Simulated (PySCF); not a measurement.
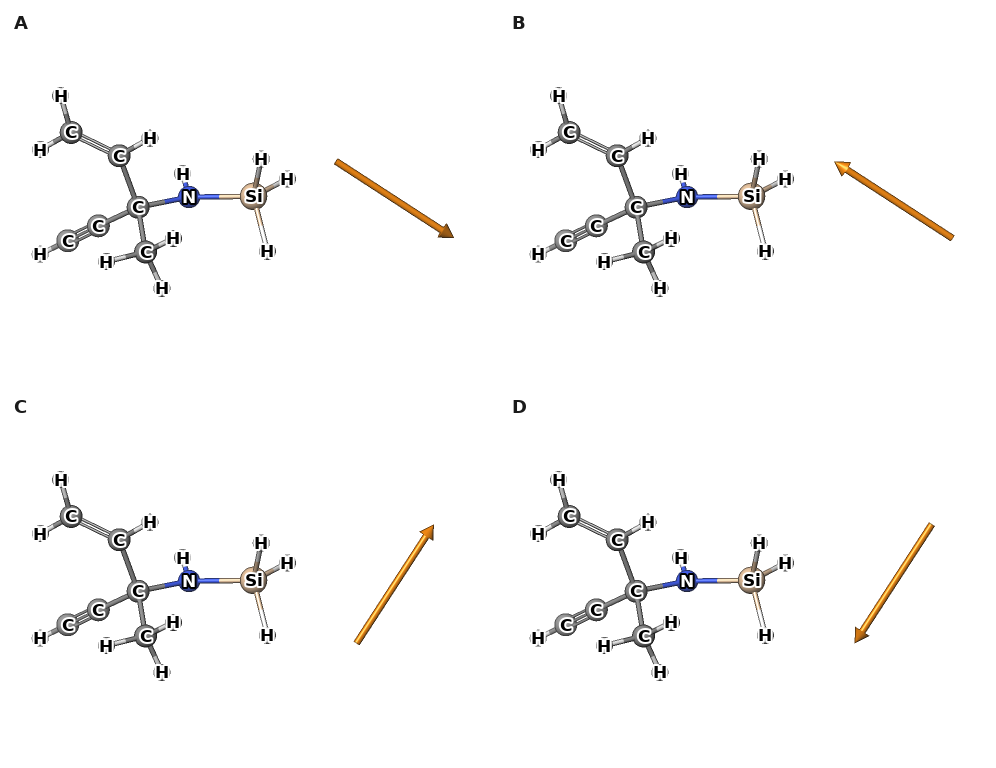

The same molecule four times, each with an arrow. Computed geometry: GFN2-xTB optimisation. No frequency run is at hand to confirm it as a minimum. Method: PBE0/pcSseg-1, gas phase (PySCF 2.14.0).

> Which arrow points along the dipole moment, from the negative to the positive end?

B. The dipole moment is 0.60 D.

The geometry is semi-empirical. Around Si such bond lengths and angles can be off by a tenth of an ångström or more and by several degrees, and values that hang on the shape move with them.
